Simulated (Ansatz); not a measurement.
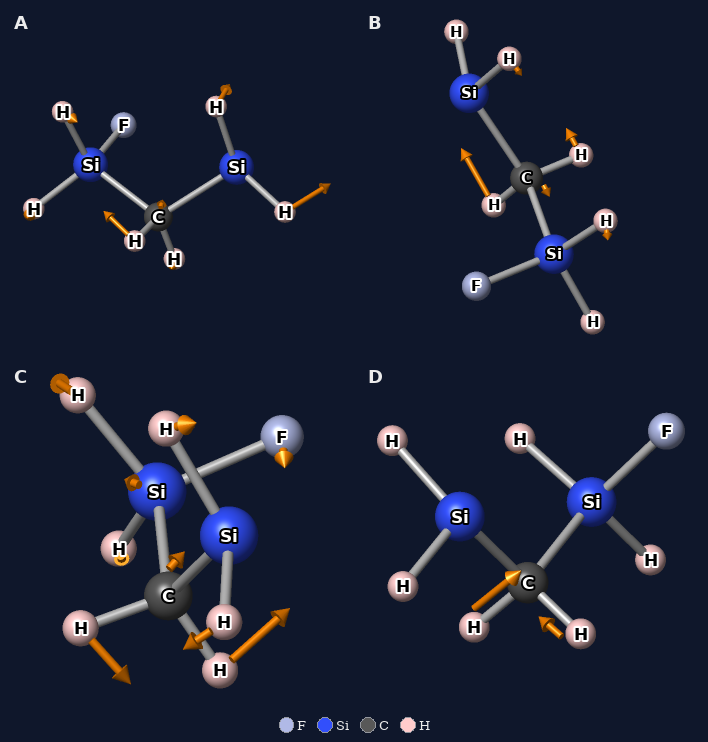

4 normal modes of one molecule or complex, as arrows. The species is neutral and a spin doublet. Harmonic vibrations computed with UKS PBE0-D4/def2-TZVP (Ansatz 0.2.0) at a stationary point of the same level.

Question: Match the panels to the wavenumbers 273 cm⁻¹, 690 cm⁻¹, 1070 cm⁻¹, 3031 cm⁻¹.

Answer: A: 690 cm⁻¹, angle bending
B: 1070 cm⁻¹
C: 273 cm⁻¹, angle bending
D: 3031 cm⁻¹, in-phase stretching of 2 C–H bonds
